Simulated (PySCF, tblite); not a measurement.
**C₅H₉ClOSi₂: geometry, infrared bands and NMR shifts**

Wanted: the infrared bands and NMR shifts of C₅H₉ClOSi₂ (`CC(=O)[Si@@]1(Cl)C=CC[SiH2]1`), by calculation.

The runs use tblite 0.8.0 and PySCF 2.14.0, with density-fitted response routines of our own; the level of theory stands in each step. All values are computed, except where a source is named. Atoms count from 0, in the outputs and in this text.

### Step 1. Starting geometry

18 atoms, charge 0, multiplicity 1; geometry from: force field or distance geometry start.

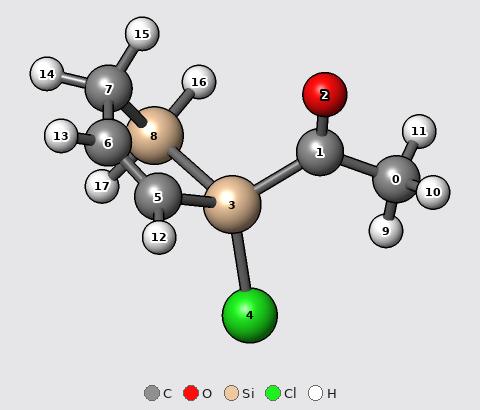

The starting geometry (carbon grey, oxygen red, silicon light orange, chlorine green, hydrogen white), atoms numbered.

### Step 2. Geometry optimisation with GFN2-xTB

What the job is given:

```
{"job": {"kind": "relax", "xc": "GFN2-xTB", "basis": "xTB"}, "charge": 0, "multiplicity": 1}
C      2.962600    -0.040400     0.657400
C      1.560200    -0.568600     0.460500
O      1.301000    -1.583100     1.107200
Si     0.438900     0.305900    -0.662100
Cl     1.371000     1.545100    -2.014100
C     -0.821200    -0.821900    -1.403400
C     -1.947100    -0.901200    -0.803000
C     -2.239000    -0.160000     0.414400
Si    -1.209400     1.394900     0.465200
H      3.096900     0.835000     0.025800
H      3.626900    -0.862700     0.344400
H      3.064300     0.205300     1.719000
H     -0.577700    -1.379900    -2.315800
H     -2.753100    -1.590100    -1.235300
H     -3.322800     0.136500     0.402700
H     -2.010400    -0.751400     1.350100
H     -0.787100     1.771300     1.811100
H     -1.762600     2.471600    -0.335500
```

The run is started by

```sh
> OMP_NUM_THREADS=1 python probes_run.py task.json out
```

The driver reads the jobs from task.json and runs them one after another.

The program printed:

```text
step      E/eV     max force
  0    -743.12654    4.013
  1    -743.42649    2.901
  2    -743.56729    0.925
  3    -743.61024    1.094
  4    -743.66769    0.890
  5    -743.72522    0.422
  6    -743.74571    0.332
  7    -743.76595    0.369
  8    -743.78184    0.383
  9    -743.79802    0.351
 10    -743.80917    0.274
 11    -743.81726    0.271
 12    -743.82389    0.235
 13    -743.82966    0.181
 14    -743.83447    0.159
 15    -743.83876    0.148
 16    -743.84272    0.145
 17    -743.84633    0.146
 18    -743.84924    0.138
 19    -743.85135    0.097
 20    -743.85281    0.086
 21    -743.85384    0.080
 22    -743.85474    0.065
 23    -743.85574    0.081
 24    -743.85686    0.091
 25    -743.85789    0.077
 26    -743.85866    0.072
 27    -743.85921    0.048
 28    -743.85970    0.044
 29    -743.86011    0.040
 30    -743.86038    0.043
 31    -743.86060    0.039
 32    -743.86089    0.041
 33    -743.86136    0.070
 34    -743.86202    0.083
 35    -743.86273    0.083
 36    -743.86336    0.064
 37    -743.86397    0.062
 38    -743.86473    0.082
 39    -743.86570    0.102
 40    -743.86678    0.092
 41    -743.86790    0.092
 42    -743.86919    0.090
 43    -743.87085    0.121
 44    -743.87279    0.147
 45    -743.87476    0.119
 46    -743.87669    0.108
 47    -743.87871    0.146
 48    -743.88098    0.170
 49    -743.88353    0.163
 50    -743.88588    0.150
 51    -743.88551    0.271
 52    -743.89004    0.157
 53    -743.89214    0.104
 54    -743.89555    0.129
 55    -743.89721    0.065
 56    -743.89826    0.139
 57    -743.89919    0.064
 58    -743.89967    0.054
 59    -743.90091    0.072
 60    -743.90203    0.093
 61    -743.90297    0.081
 62    -743.90354    0.062
 63    -743.90395    0.059
 64    -743.90435    0.062
 65    -743.90476    0.047
 66    -743.90529    0.056
 67    -743.90584    0.065
 68    -743.90665    0.068
 69    -743.90766    0.066
 70    -743.90866    0.080
 71    -743.90796    0.210
 72    -743.90980    0.062
 73    -743.91021    0.048
 74    -743.91115    0.045
 75    -743.91135    0.052
 76    -743.91195    0.054
 77    -743.91228    0.051
 78    -743.91270    0.038
 79    -743.91309    0.055
 80    -743.91344    0.046
 81    -743.91381    0.105
 82    -743.91426    0.054
 83    -743.91523    0.081
 84    -743.91623    0.123
 85    -743.91723    0.123
 86    -743.91802    0.101
 87    -743.91881    0.070
 88    -743.91963    0.063
 89    -743.92038    0.060
 90    -743.92132    0.077
 91    -743.92213    0.089
 92    -743.92296    0.075
 93    -743.92399    0.059
 94    -743.92508    0.058
 95    -743.92598    0.075
 96    -743.92678    0.091
 97    -743.92807    0.173
 98    -743.92952    0.094
 99    -743.93162    0.121
100    -743.93252    0.106
101    -743.93386    0.089
102    -743.93620    0.126
103    -743.93813    0.095
104    -743.94206    0.153
105    -743.94455    0.132
106    -743.94632    0.143
107    -743.94770    0.105
108    -743.94898    0.064
109    -743.95009    0.087
110    -743.95109    0.101
111    -743.95196    0.084
112    -743.95272    0.091
113    -743.95328    0.049
114    -743.95363    0.082
115    -743.95401    0.056
116    -743.95437    0.042
117    -743.95478    0.039
118    -743.95497    0.033
119    -743.95510    0.032
120    -743.95519    0.031
121    -743.95530    0.025
122    -743.95538    0.023
123    -743.95543    0.019
124    -743.95548    0.018
125    -743.95553    0.017
126    -743.95559    0.019
127    -743.95566    0.021
128    -743.95573    0.020
129    -743.95577    0.016
130    -743.95581    0.013
131    -743.95584    0.015
132    -743.95587    0.011
133    -743.95589    0.010
134    -743.95590    0.007
```

Wall time 2.7 s (1 thread of Arm Neoverse N1, shared host); peak memory 0.18 GiB.

The steps of the relaxation: (not every step is listed)

| step | energy from step 0 (eV) | largest force (eV/Å) |
| --- | --- | --- |
| 0 | 0.0000 | 4.0126 |
| 1 | -0.2999 | 2.9008 |
| 2 | -0.4407 | 0.9247 |
| 3 | -0.4837 | 1.0938 |
| 4 | -0.5412 | 0.8900 |
| 5 | -0.5987 | 0.4223 |
| 6 | -0.6192 | 0.3324 |
| 7 | -0.6394 | 0.3693 |
| 8 | -0.6553 | 0.3828 |
| 20 | -0.7263 | 0.0861 |
| 32 | -0.7344 | 0.0413 |
| 44 | -0.7463 | 0.1469 |
| 56 | -0.7717 | 0.1391 |
| 68 | -0.7801 | 0.0684 |
| 80 | -0.7869 | 0.0456 |
| 92 | -0.7964 | 0.0753 |
| 104 | -0.8155 | 0.1527 |
| 116 | -0.8278 | 0.0418 |
| 128 | -0.8292 | 0.0201 |
| 129 | -0.8292 | 0.0164 |
| 130 | -0.8293 | 0.0130 |
| 131 | -0.8293 | 0.0153 |
| 132 | -0.8293 | 0.0115 |
| 133 | -0.8293 | 0.0103 |
| 134 | -0.8294 | 0.0071 |

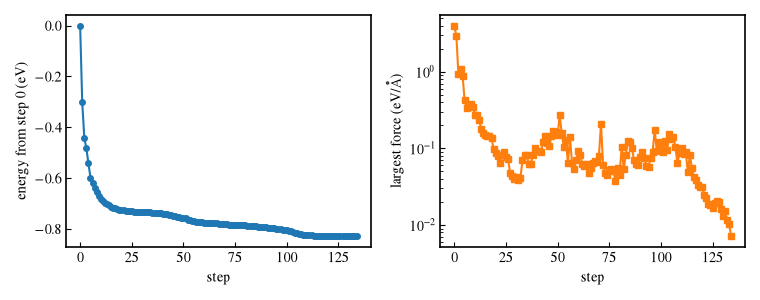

Energy and force, step by step.

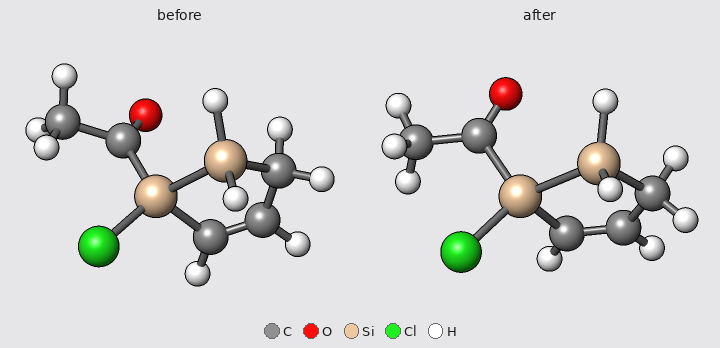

Before and after, at one scale.

Close pairs (by a distance rule), those that changed most:

| bond | before (Å) | after (Å) | change (Å) |
| --- | --- | --- | --- |
| C1–Si3 | 1.812 | 1.934 | +0.122 |
| C6–H13 | 1.145 | 1.085 | -0.060 |
| C7–Si8 | 1.866 | 1.921 | +0.055 |
| C5–C6 | 1.278 | 1.330 | +0.051 |
| Si3–C5 | 1.846 | 1.890 | +0.043 |
| C6–C7 | 1.455 | 1.496 | +0.041 |
| C7–H15 | 1.130 | 1.093 | -0.038 |
| Si3–Si8 | 2.275 | 2.311 | +0.037 |

The end geometry stands in the next job.

### Step 3. Vibrational analysis with GFN2-xTB

What the job is given:

```
{"job": {"kind": "ir", "xc": "GFN2-xTB", "basis": "xTB"}, "charge": 0, "multiplicity": 1}
C      3.184609    -0.223006     0.344393
C      1.739442    -0.227687     0.752182
O      1.359182    -0.679290     1.809055
Si     0.419492     0.517738    -0.448203
Cl     1.418346     1.496623    -1.944884
C     -0.589992    -0.915915    -1.152373
C     -1.866036    -1.009770    -0.790518
C     -2.552868    -0.060763     0.140268
Si    -1.414312     1.401042     0.646755
H      3.501769     0.806426     0.188978
H      3.290166    -0.744136    -0.605084
H      3.808311    -0.693893     1.100932
H     -0.171659    -1.652205    -1.825229
H     -2.485793    -1.817747    -1.165658
H     -3.480332     0.276637    -0.328260
H     -2.862303    -0.623143     1.024412
H     -1.329326     1.497575     2.103895
H     -1.977456     2.657830     0.137681
```

The program printed:

```text
mode    cm-1     km/mol
  1      24.6      5.09
  2      37.1      1.24
  3      65.4      0.62
  4      92.7      2.54
  5     114.6      8.35
  6     126.3      6.22
  7     129.5      3.75
  8     234.2      3.20
  9     288.9      9.86
 10     319.5      3.56
 11     353.4     22.49
 12     380.7     27.63
 13     439.5      2.45
 14     463.7     33.82
 15     512.0      3.22
 16     526.2     68.41
 17     580.5    236.25
 18     621.7     81.81
 19     639.4     29.90
 20     665.3    111.97
 21     706.5     24.39
 22     771.3    136.78
 23     784.4     87.39
 24     791.8     87.19
 25     921.3      0.89
 26     945.5      1.03
 27     964.4      3.77
 28     993.5     18.31
 29    1108.4      5.07
 30    1126.9    109.45
 31    1146.0     14.96
 32    1256.7     15.13
 33    1311.1      1.56
 34    1358.5     26.60
 35    1446.8     13.09
 36    1448.1     14.11
 37    1448.7     20.38
 38    1644.5     72.89
 39    1717.3    204.52
 40    2210.6    281.49
 41    2258.4    258.12
 42    2947.8     20.22
 43    2973.1     13.26
 44    3010.2     59.73
 45    3018.2      6.77
 46    3026.2      4.81
 47    3037.2     31.69
 48    3049.2     28.40
```

Run time: 1.8 s. Hardware: 1 thread of Arm Neoverse N1, shared host; peak memory 0.18 GiB.

Which atoms move in the most intense modes:

| cm⁻¹ | km/mol | atoms |
| --- | --- | --- |
| 580 | 236.2 | C6 23 %, Si3 21 %, H17 10 % |
| 665 | 112.0 | H12 20 %, H13 19 %, H15 13 %, C7 12 % |
| 771 | 136.8 | H17 25 %, H16 23 %, C5 22 %, C7 12 % |
| 784 | 87.4 | H16 19 %, H15 13 %, H12 13 %, C7 13 % |
| 1127 | 109.5 | C1 50 %, H11 25 %, C0 19 % |
| 1717 | 204.5 | C1 59 %, O2 39 % |
| 2211 | 281.5 | H17 96 % |
| 2258 | 258.1 | H16 96 % |

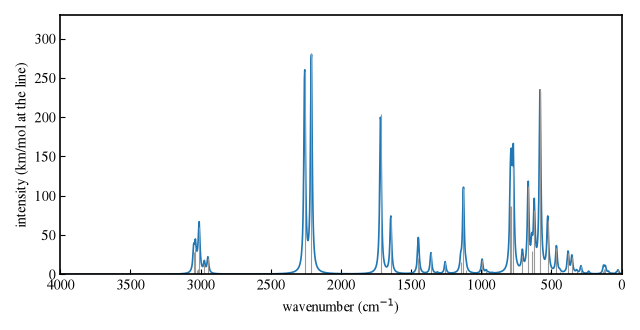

The infrared spectrum from these modes, unscaled. Lines are broadened to a width of 14 cm⁻¹ (Lorentzian).

### Step 4. Nuclear shieldings: PBE0/pcSseg-1

Same as in step 3 but for these lines:

```diff
@@ -1,2 +1,2 @@
-{"job": {"kind": "ir", "xc": "GFN2-xTB", "basis": "xTB"}, "charge": 0, "multiplicity": 1}
+{"job": {"kind": "nmr", "xc": "PBE0", "basis": "pcSseg-1"}, "charge": 0, "multiplicity": 1}
 C      3.184609    -0.223006     0.344393
```

Method: GIAO PBE0/pcSseg-1 NMR shielding, non-relativistic, gas phase.

The program printed:

```text
coarse grid: 16968 points
cycle   1  E = -1309.3983588647  dE =  1.129e+00  |g| = 8.363e-01  |ddm| = 4.006e+00
cycle   2  E = -1308.8955282927  dE =  5.028e-01  |g| = 1.776e+00  |ddm| = 2.463e+00
cycle   3  E = -1309.5376406282  dE = -6.421e-01  |g| = 2.290e-01  |ddm| = 1.996e+00
cycle   4  E = -1309.5488691802  dE = -1.123e-02  |g| = 7.632e-02  |ddm| = 2.639e-01
cycle   5  E = -1309.5500990491  dE = -1.230e-03  |g| = 2.406e-02  |ddm| = 7.974e-02
cycle   6  E = -1309.5502273997  dE = -1.284e-04  |g| = 8.698e-03  |ddm| = 2.675e-02
cycle   7  E = -1309.5502454495  dE = -1.805e-05  |g| = 2.832e-03  |ddm| = 1.029e-02
cycle   8  E = -1309.5502473617  dE = -1.912e-06  |g| = 6.113e-04  |ddm| = 3.457e-03
final grid: 151200 points
cycle   9  E = -1309.6122427968  dE = -2.133e-05  |g| = 1.283e-02  |ddm| = 2.889e-02
cycle  10  E = -1309.6121588765  dE =  8.392e-05  |g| = 2.448e-02  |ddm| = 2.550e-02
cycle  11  E = -1309.6122739405  dE = -1.151e-04  |g| = 2.863e-03  |ddm| = 1.818e-02
cycle  12  E = -1309.6122756517  dE = -1.711e-06  |g| = 4.379e-04  |ddm| = 2.620e-03
cycle  13  E = -1309.6122756935  dE = -4.174e-08  |g| = 1.725e-04  |ddm| = 5.960e-04
cycle  14  E = -1309.6122757008  dE = -7.306e-09  |g| = 5.103e-05  |ddm| = 1.885e-04
cycle  15  E = -1309.6122757014  dE = -5.984e-10  |g| = 1.525e-05  |ddm| = 5.683e-05
converged SCF energy = -1309.6122757014

GIAO shielding tensors (ppm)
atom      isotropic    diamagn.    paramagn.     s11        s22        s33       span
  0 C      145.875     251.559    -105.684    111.556    141.163    184.905     73.349
  1 C      -57.427     256.303    -313.729   -153.230   -111.342     92.292    245.521
  2 O     -488.173     402.092    -890.266  -1317.555   -492.062    345.097   1662.653
  3 Si     352.980     881.726    -528.746    285.991    362.856    410.093    124.102
  4 Cl     958.051    1149.664    -191.614    893.064    977.615   1003.472    110.408
  5 C       47.942     262.902    -214.960    -56.287     50.135    149.979    206.267
  6 C       23.533     254.417    -230.884    -96.908     16.900    150.606    247.515
  7 C      165.813     254.947     -89.134    149.705    155.729    192.003     42.298
  8 Si     424.373     881.186    -456.813    403.882    407.513    461.725     57.843
  9 H       28.702      28.762      -0.059     24.766     29.858     31.483      6.717
 10 H       28.860      29.462      -0.601     25.352     29.649     31.580      6.228
 11 H       29.377      27.565       1.812     26.364     27.185     34.581      8.218
 12 H       25.466      32.352      -6.886     24.160     24.384     27.854      3.694
 13 H       24.410      30.385      -5.975     22.003     24.390     26.838      4.835
 14 H       29.568      28.893       0.675     24.685     27.454     36.565     11.880
 15 H       29.613      30.600      -0.987     24.978     27.294     36.567     11.588
 16 H       27.877      29.561      -1.684     24.724     25.172     33.734      9.009
 17 H       27.962      29.129      -1.167     24.502     25.608     33.776      9.274
```

Wall time 1.8 min (1 thread of Arm Neoverse N1, shared host); peak memory 1.1 GiB.

Shifts follow as δ = σ(reference) − σ, with reference shieldings (ppm) from runs at the same level and on the same kind of geometry: ¹H TMS 31.72, ¹³C TMS 186.9, ²⁹Si TMS 349.2, ¹⁷O H2O 336.1, ³⁵Cl HCl 950. The references are single molecules in the gas phase, so shifts against H2O, NH3, PH3, H3PO4 or CFCl3 are not on the usual liquid scales and can be off by tens of ppm. Atoms listed in one row are averaged.

| atoms | environment | σ (ppm) | δ (ppm) | δ scaled to CDCl3 |
| --- | --- | --- | --- | --- |
| C1 | carbonyl carbon | -57.4 | 244.4 | 236.6 |
| C6 | alkene CH | 23.5 | 163.4 | 157.6 |
| C5 | alkene CH | 47.9 | 139.0 | 133.7 |
| C0 | methyl carbon α to a carbonyl | 145.9 | 41.1 | 38.2 |
| C7 | allylic sp3 CH2 bonded to Si | 165.8 | 21.1 | 18.7 |
| H13 | hydrogen on an alkene CH | 24.41 | 7.31 | 6.99 |
| H12 | hydrogen on an alkene CH | 25.47 | 6.25 | 6.00 |
| H16 | hydrogen on a silicon bonded to C, Si, in a 5-membered ring | 27.88 | 3.84 | – |
| H17 | hydrogen on a silicon bonded to C, Si, in a 5-membered ring | 27.96 | 3.76 | – |
| H9, H10, H11 | hydrogen on a methyl carbon α to a carbonyl | 28.98 | 2.74 | 2.69 |
| H14 | hydrogen on an allylic sp3 CH2 bonded to Si | 29.57 | 2.15 | 2.13 |
| H15 | hydrogen on an allylic sp3 CH2 bonded to Si | 29.61 | 2.10 | 2.09 |
| O2 | carbonyl oxygen | -488.2 | 824.3 | – |
| Si3 | silicon bonded to 2 C, Cl, Si, in a 5-membered ring | 353.0 | -3.8 | – |
| Si8 | silicon bonded to C, Si, 2 H, in a 5-membered ring | 424.4 | -75.2 | – |
| Cl4 | chlorine bonded to Si | 958 | -8 | – |

The scaled column applies a straight-line fit of computed shieldings to shifts measured in CDCl3, with any fitted terms for Cl, Br or S neighbours (root-mean-square error 0.16 ppm for H, 1.9 ppm for C).

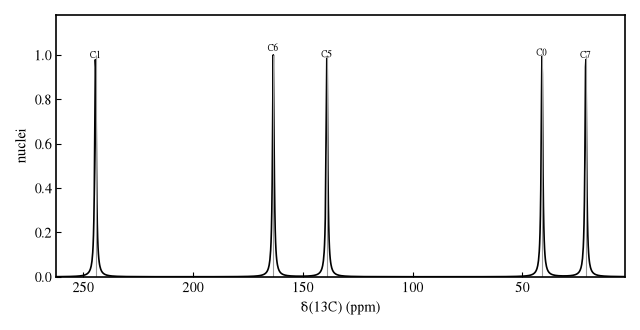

¹³C lines at the computed shifts, without couplings. Lines are broadened to a width of 0.89 ppm (Lorentzian).

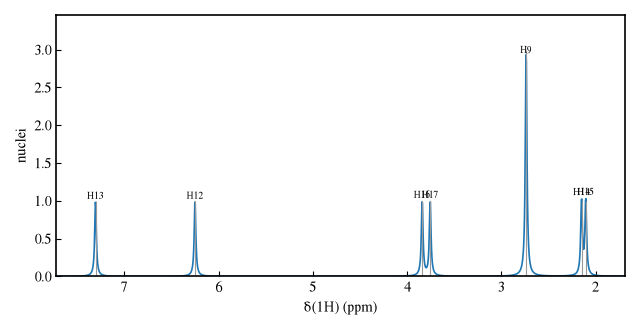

¹H lines at the computed shifts, without couplings. Lines are broadened to a width of 0.02 ppm (Lorentzian).

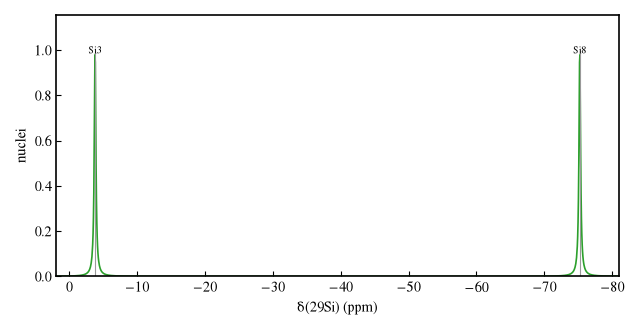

²⁹Si lines at the computed shifts, without couplings. Lines are broadened to a width of 0.29 ppm (Lorentzian).

The run also stored atomic charges by several schemes (e):

| atoms | Mulliken | IAO | Hirshfeld | ESP fit |
| --- | --- | --- | --- | --- |
| C0 | -0.25 | -0.47 | -0.13 | -0.52 |
| C1 | -0.05 | 0.16 | 0.08 | 0.58 |
| O2 | -0.34 | -0.39 | -0.22 | -0.47 |
| Si3 | 0.70 | 0.68 | 0.27 | 0.16 |
| Cl4 | -0.33 | -0.31 | -0.13 | -0.18 |
| C5 | -0.41 | -0.45 | -0.16 | -0.38 |
| C6 | -0.13 | -0.09 | -0.02 | -0.01 |
| C7 | -0.49 | -0.54 | -0.15 | -0.10 |
| Si8 | 0.40 | 0.45 | 0.25 | 0.21 |

IAO charges:

C0 -0.47; C1 0.16; O2 -0.39; Si3 0.68; Cl4 -0.31; C5 -0.45; C6 -0.09; C7 -0.54; Si8 0.45; H9 0.17; H10 0.17; H11 0.16; H12 0.16; H13 0.15; H14 0.16; H15 0.17; H16 -0.09; H17 -0.10

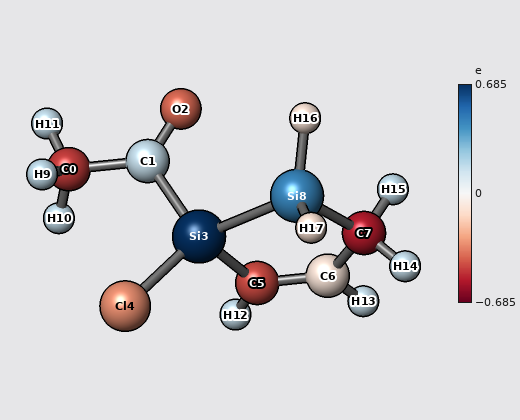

IAO charges, as colours on the atoms.

Mayer bond orders: C0–C1 1.00, C1–O2 1.93, C1–Si3 0.77, Si3–Cl4 0.94, Si3–C5 0.90, C5–C6 1.91, C6–C7 1.06, C7–Si8 0.88, Si8–Si3 0.91.

Ring of atoms Si3, C5, C6, C7, Si8: NICS(0) -2.2, NICS(1) -3.3, NICS(1)zz -1.7 ppm (means of both faces).

Orbitals, density, ELF and potential are computed afterwards from the orbital file.

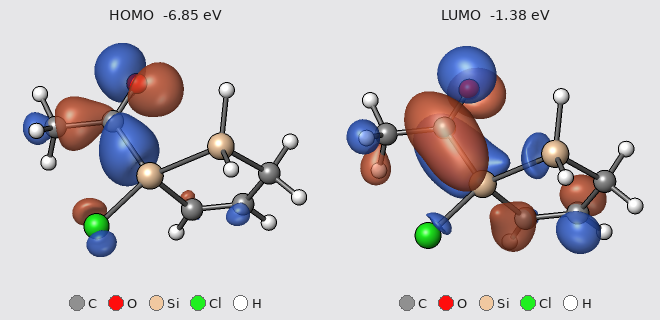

Frontier orbitals at PBE0/pcSseg-1; each surface holds 70 % of the orbital's density, blue and red mark the sign.

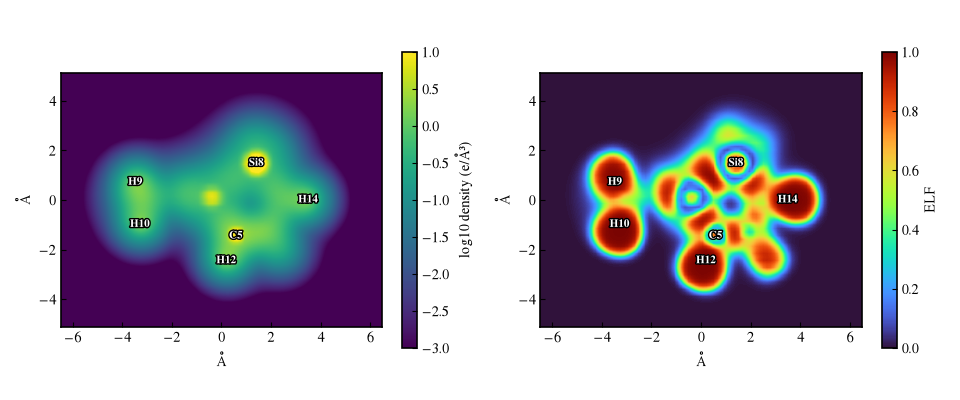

Density (left) and ELF (right) in a plane through or near 6 of the atoms.

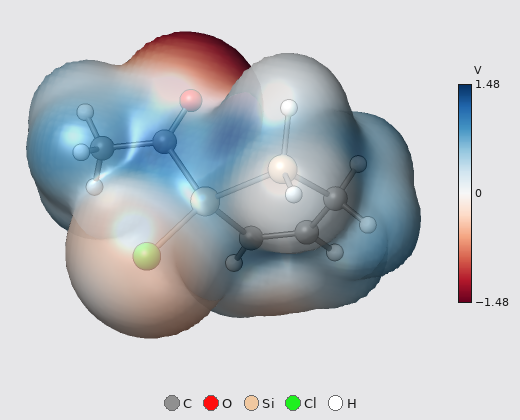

Electrostatic potential on the surface of density 0.002 e/bohr³; red is low, blue high. It runs from -1.48 V near O2 to 1.13 V near H10.

### Step 5. Results

| quantity | value |
| --- | --- |
| strongest single infrared mode (GFN2-xTB) | 2211 cm⁻¹, 281 km/mol |
| zero-point energy (GFN2-xTB) | 77.3 kcal/mol |
| ¹³C shifts against TMS (PBE0/pcSseg-1) | 244.4, 163.4, 139.0, 41.1, 21.1 ppm |
| ¹H shifts against TMS (PBE0/pcSseg-1, means over atoms taken as alike) | 7.31, 6.25, 3.84, 3.76, 2.74, 2.15, 2.10 ppm |
| ¹⁷O shifts against H2O (PBE0/pcSseg-1) | 824.3 ppm |
| ²⁹Si shifts against TMS (PBE0/pcSseg-1) | -3.8, -75.2 ppm |
| ³⁵Cl shifts against HCl (PBE0/pcSseg-1) | -8 ppm |
| surface potential, least and greatest | -1.48 V and 1.13 V |

In words: The optimisation took 134 steps and gained 0.829 eV; among the close pairs (by a distance rule), C1–Si3 changed most, from 1.812 to 1.934 Å. No mode is imaginary among the 48: a minimum at this level. The strongest single mode, at 2211 cm⁻¹, moves mainly H17. GFN2-xTB is a fitted tight-binding method: band positions and strengths are rough. Its intensities can rank the bands wrongly. At PBE0/pcSseg-1: The widest tensor belongs to O2: span 1663 ppm, with a paramagnetic part of -890 ppm. At PBE0/pcSseg-1, counted by nearest atom on the grid, the HOMO lies on O2 46 %; C1 15 %, the LUMO on C1 33 %; O2 24 %.
